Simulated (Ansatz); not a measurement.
# CH7BO2Si: small, medium and large basis sets

Aim: see how fast density functionals converge with the basis set for CH7BO2Si.

The runs use Ansatz 0.2.0, Gaussian basis; one geometry, several basis sets.

Plan: PBE0-D4/def2-SVP; ωB97M-V/def2-SVP; PBE0-D4/def2-QZVPP; ωB97M-V/def2-QZVPP; the functionals' def2-TZVPP values are taken from earlier runs.

### 1 Structure used throughout

An earlier PBE0-D4 in a triple-zeta def2 set relaxation fixed the geometry.

SMILES `BOC(O)[SiH3]`, 12 atoms, charge 0, spin multiplicity 1.

Atoms are counted from 1 here; the program's logs count them from 0.

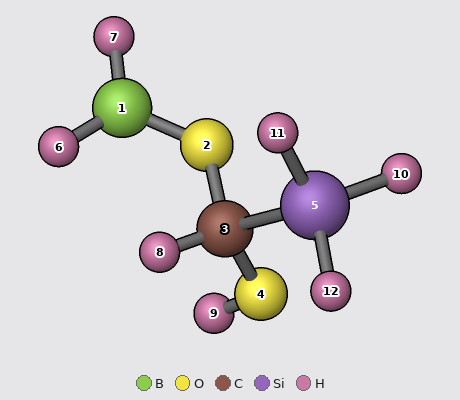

The structure; boron green, oxygen yellow, carbon brown, silicon purple, hydrogen pink; atoms are numbered from 1 in the order of the file.

Coordinates:

| atom | x (Å) | y (Å) | z (Å) |
| --- | --- | --- | --- |
| B1 | -0.25665 | 1.74787 | 1.17335 |
| O2 | -0.12607 | 1.10604 | 0.00094 |
| C3 | -0.41041 | -0.28766 | -0.13344 |
| O4 | -1.40063 | -0.48322 | -1.08596 |
| Si5 | 1.16681 | -1.18070 | -0.73762 |
| H6 | -0.65529 | 1.15368 | 2.14148 |
| H7 | 0.02998 | 2.90803 | 1.19523 |
| H8 | -0.72264 | -0.65889 | 0.85501 |
| H9 | -2.23884 | -0.14895 | -0.74935 |
| H10 | 1.55395 | -0.64652 | -2.06468 |
| H11 | 2.24146 | -0.92673 | 0.25618 |
| H12 | 0.89543 | -2.63814 | -0.81723 |

### 2 PBE0-D4 in def2-SVP

Contents of in.yaml:

```yaml
crystal:
  periodic: [false, false, false]
  atoms:
    - {symbol: B, position_ang: [-0.256650, 1.747867, 1.173345]}
    - {symbol: O, position_ang: [-0.126074, 1.106043, 0.000944]}
    - {symbol: C, position_ang: [-0.410409, -0.287664, -0.133437]}
    - {symbol: O, position_ang: [-1.400632, -0.483215, -1.085962]}
    - {symbol: Si, position_ang: [1.166809, -1.180705, -0.737623]}
    - {symbol: H, position_ang: [-0.655292, 1.153679, 2.141479]}
    - {symbol: H, position_ang: [0.029977, 2.908027, 1.195226]}
    - {symbol: H, position_ang: [-0.722639, -0.658888, 0.855006]}
    - {symbol: H, position_ang: [-2.238840, -0.148954, -0.749348]}
    - {symbol: H, position_ang: [1.553950, -0.646518, -2.064683]}
    - {symbol: H, position_ang: [2.241465, -0.926733, 0.256180]}
    - {symbol: H, position_ang: [0.895434, -2.638140, -0.817228]}
basis:
  gaussian: {orbitals: def2-SVP}
hamiltonian: {xc: pbe0, dispersion: d4}
output: {orbitals: {seedname: orbitals}}
```

Command:

```sh
$ ansatz run in.yaml --threads 4 --pin off --events-out ev --progress --plain --max-ram 10444MiB
```

After this run come: ωB97M-V in def2-SVP; PBE0-D4 in def2-QZVPP; ωB97M-V in def2-QZVPP.

**Question.** What will the summary of the whole plan be? Wanted: PBE0-D4: double and triple zeta above quadruple; ωB97M-V: double and triple zeta above quadruple.

The runs gave:

| quantity | value |
| --- | --- |
| PBE0-D4: double and triple zeta above quadruple | 10.27, 0.61 eV |
| ωB97M-V: double and triple zeta above quadruple | 10.50, 0.57 eV |

In words: PBE0-D4 gains 9.66 eV from double to triple zeta, then 0.61 eV more. These are total energies; as a rule much of such shifts cancels in differences, which this series doesn't test. The LUMO of ωB97M-V is positive and keeps falling with the basis (1.64 to 0.92 eV): an unbound level that the basis holds in place.
